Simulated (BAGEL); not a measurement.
# Si2NH6F (SMILES F[SiH2]N[SiH3]) at HF/6-31G(d) (density fitting with qzvpp-jkfit, spherical functions)

Aim: the energy change on altering one bond length of Si2NH6F at HF/6-31G* (density fitting with qzvpp-jkfit, spherical functions), from 2 runs. 

The calculation is run with BAGEL 1.2.2.

1 further run of the same task is left out (set aside as unsound or not needed).

### Step 1. The molecule

Si2NH6F has 10 atoms, charge 0, and is taken as a singlet. SMILES: `F[SiH2]N[SiH3]`. The shape is that of a PBE0-D4/def2-TZVP optimisation. This is one conformer, not always the lowest.

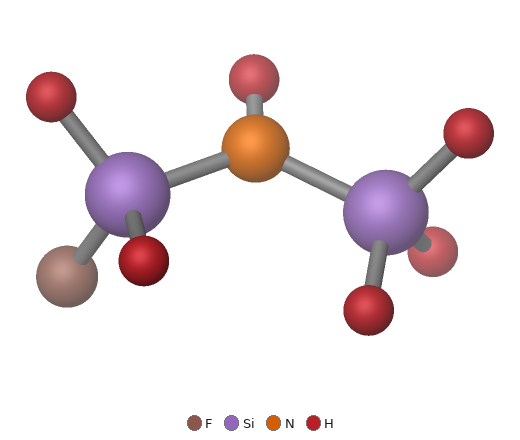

Viewed from a chosen angle; fluorine brown, silicon purple, nitrogen orange, hydrogen red.

### Step 2. The energy at HF/6-31G(d) (density fitting with qzvpp-jkfit, spherical functions)

The input, calc.json:

```json
{ "bagel" : [

{
  "title" : "molecule",
  "basis" : "6-31gs.json",
  "df_basis" : "qzvpp-jkfit",
  "angstrom" : true,
  "geometry" : [
    { "atom" : "F", "xyz" : [      -1.561500,       0.994300,      -1.776700 ] },
    { "atom" : "Si", "xyz" : [      -0.375000,       1.301800,      -0.745900 ] },
    { "atom" : "N", "xyz" : [       0.514800,      -0.094800,      -0.335900 ] },
    { "atom" : "Si", "xyz" : [       0.194800,      -1.236100,       0.928700 ] },
    { "atom" : "H", "xyz" : [       0.517200,       2.267200,      -1.426700 ] },
    { "atom" : "H", "xyz" : [      -1.010100,       1.839400,       0.475900 ] },
    { "atom" : "H", "xyz" : [       1.264300,      -0.336200,      -0.970000 ] },
    { "atom" : "H", "xyz" : [       1.391500,      -1.422100,       1.791600 ] },
    { "atom" : "H", "xyz" : [      -0.186300,      -2.569800,       0.392000 ] },
    { "atom" : "H", "xyz" : [      -0.924400,      -0.683300,       1.730300 ] }
  ]
},

{
  "title" : "hf"
},

{
  "title" : "print",
  "file" : "orbitals.molden",
  "orbitals" : true
}

]}
```

The basis set 6-31G* is read from a file made from the Basis Set Exchange's data (not shown).

Started as:

```bash
$ BAGEL_NUM_THREADS=1 BAGEL calc.json > calc.out
```

The program printed:

```text
* using 1 threads per process

  ===============================================================
  ===============================================================

  *** Geometry ***

  { "atom" : "F", "xyz" : [     -2.950807,      1.878955,     -3.357476 ] },
  { "atom" : "Si", "xyz" : [     -0.708647,      2.460045,     -1.409547 ] },
  { "atom" : "N", "xyz" : [      0.972831,     -0.179146,     -0.634759 ] },
  { "atom" : "Si", "xyz" : [      0.368119,     -2.335890,      1.754989 ] },
  { "atom" : "H", "xyz" : [      0.977366,      4.284387,     -2.696072 ] },
  { "atom" : "H", "xyz" : [     -1.908812,      3.475962,      0.899321 ] },
  { "atom" : "H", "xyz" : [      2.389181,     -0.635326,     -1.833034 ] },
  { "atom" : "H", "xyz" : [      2.629554,     -2.687380,      3.385633 ] },
  { "atom" : "H", "xyz" : [     -0.352056,     -4.856218,      0.740773 ] },
  { "atom" : "H", "xyz" : [     -1.746863,     -1.291250,      3.269793 ] },

  Number of auxiliary basis functions:      518

  Since a DF basis is specified, we compute 2- and 3-index integrals:
    o Being stored without compression. Storage requirement is 0.024 GB

  Number of basis functions:       76
  Number of electrons      :       50

    * METHOD: MOLECULE                             0.28

  *** RHF ***

  === Nuclear Repulsion ===
   227.5472237080

      * DIIS with orbital gradients will be used.

  === RHF iteration (6-31gs.json) ===
      0       -735.08038497          0.02241534           0.07
      1       -735.24048876          0.01357185           0.07
      2       -735.31709805          0.00135291           0.07
      3       -735.31836738          0.00012921           0.06
      4       -735.31838151          0.00003214           0.06
      5       -735.31838229          0.00001237           0.07
      6       -735.31838238          0.00000364           0.07
      7       -735.31838239          0.00000084           0.07
      8       -735.31838239          0.00000019           0.07
      9       -735.31838239          0.00000006           0.07
     10       -735.31838239          0.00000002           0.07
     11       -735.31838239          0.00000001           0.07
    * SCF iteration converged.

    * Permanent dipole moment:
           (   -0.711947,     0.112213,    -0.168668) a.u.

    * METHOD: HF                                   0.98

    * METHOD: PRINT                                0.01

  ===============================================================
```

Run time: 1.4 s. Hardware: 1 thread of Arm Neoverse V1, shared host; peak memory 0.12 GiB.

### Step 3. The distorted shape at the same level

The input, hf.json:

```json
{ "bagel" : [

{
  "title" : "molecule",
  "basis" : "6-31gs.json",
  "df_basis" : "qzvpp-jkfit",
  "angstrom" : true,
  "geometry" : [
    { "atom" : "F", "xyz" : [      -0.218453,       0.330936,      -2.738625 ] },
    { "atom" : "Si", "xyz" : [       0.968047,       0.638436,      -1.707825 ] },
    { "atom" : "N", "xyz" : [       1.857847,      -0.758164,      -1.297825 ] },
    { "atom" : "Si", "xyz" : [       1.537847,      -1.899464,      -0.033225 ] },
    { "atom" : "H", "xyz" : [       1.860247,       1.603836,      -2.388625 ] },
    { "atom" : "H", "xyz" : [       0.332947,       1.176036,      -0.486025 ] },
    { "atom" : "H", "xyz" : [       2.607347,      -0.999564,      -1.931925 ] },
    { "atom" : "H", "xyz" : [       2.734547,      -2.085464,       0.829675 ] },
    { "atom" : "H", "xyz" : [       1.156747,      -3.233164,      -0.569925 ] },
    { "atom" : "H", "xyz" : [      -0.924400,      -0.683300,       1.730300 ] }
  ]
},

{
  "title" : "hf",
  "charge" : 0
},

{
  "title" : "print",
  "file" : "orbitals.molden",
  "orbitals" : true
}

]}
```

The basis set 6-31G* is read from a file made from the Basis Set Exchange's data (not shown).

Started as:

```bash
$ BAGEL_NUM_THREADS=1 BAGEL hf.json > hf.out
```

The program printed:

```text
* using 1 threads per process

  ===============================================================
  ===============================================================

  *** Geometry ***

  { "atom" : "F", "xyz" : [     -0.412816,      0.625378,     -5.175251 ] },
  { "atom" : "Si", "xyz" : [      1.829344,      1.206469,     -3.227322 ] },
  { "atom" : "N", "xyz" : [      3.510822,     -1.432722,     -2.452534 ] },
  { "atom" : "Si", "xyz" : [      2.906110,     -3.589467,     -0.062786 ] },
  { "atom" : "H", "xyz" : [      3.515357,      3.030811,     -4.513847 ] },
  { "atom" : "H", "xyz" : [      0.629179,      2.222386,     -0.918454 ] },
  { "atom" : "H", "xyz" : [      4.927172,     -1.888902,     -3.650809 ] },
  { "atom" : "H", "xyz" : [      5.167545,     -3.940956,      1.567859 ] },
  { "atom" : "H", "xyz" : [      2.185935,     -6.109794,     -1.077002 ] },
  { "atom" : "H", "xyz" : [     -1.746863,     -1.291250,      3.269793 ] },

  Number of auxiliary basis functions:      518

  Since a DF basis is specified, we compute 2- and 3-index integrals:
    o Being stored without compression. Storage requirement is 0.024 GB

  Number of basis functions:       76
  Number of electrons      :       50

    * METHOD: MOLECULE                             0.29

  *** RHF ***

  === Nuclear Repulsion ===
   223.3391658471

      * DIIS with orbital gradients will be used.

  === RHF iteration (6-31gs.json) ===
      0       -734.84400989          0.02242165           0.07
      1       -735.03256860          0.01350424           0.07
      2       -735.11345413          0.00131098           0.07
      3       -735.11474692          0.00024895           0.06
      4       -735.11479547          0.00008702           0.06
      5       -735.11480093          0.00002075           0.07
      6       -735.11480134          0.00000708           0.07
      7       -735.11480139          0.00000255           0.07
      8       -735.11480140          0.00000072           0.07
      9       -735.11480140          0.00000022           0.07
     10       -735.11480140          0.00000010           0.07
     11       -735.11480140          0.00000002           0.07
     12       -735.11480140          0.00000001           0.07
    * SCF iteration converged.

    * Permanent dipole moment:
           (   -1.593487,     0.455126,     0.533272) a.u.

    * METHOD: HF                                   1.04

    * METHOD: PRINT                                0.01

  ===============================================================
```

It took 1.5 s on 1 thread of Arm Neoverse V1, shared host; peak memory 0.12 GiB.

### Step 4. Outcome

Level: HF/6-31G* (density fitting with qzvpp-jkfit, spherical functions).

| quantity | value |
| --- | --- |
| first shape: total energy | -735.31838 Eh |
| first shape: dipole moment | 1.88 D |
| first shape: HOMO energy | -11.34 eV |
| first shape: LUMO energy | 3.71 eV |
| first shape: HOMO–LUMO gap | 15.05 eV |
| distorted shape: total energy | -735.11480 Eh |
| distorted shape: dipole moment | 4.42 D |
| distorted shape: HOMO energy | -7.96 eV |
| distorted shape: LUMO energy | -0.69 eV |
| distorted shape: HOMO–LUMO gap | 7.27 eV |
| energy change with the Si4–H10 bond stretched from 1.483 to 3.264 Å | 5.540 eV |

In words: One bond (distorted shape) is far stretched, which a spin-restricted single reference describes badly; a broken-symmetry solution may lie lower. With the Si4–H10 bond stretched from 1.483 to 3.264 Å the energy rises by 5.54 eV (128 kcal/mol). The first shape isn't relaxed at this level, so the change isn't measured from a minimum. A restricted reference can't describe the breaking bond well at this length.
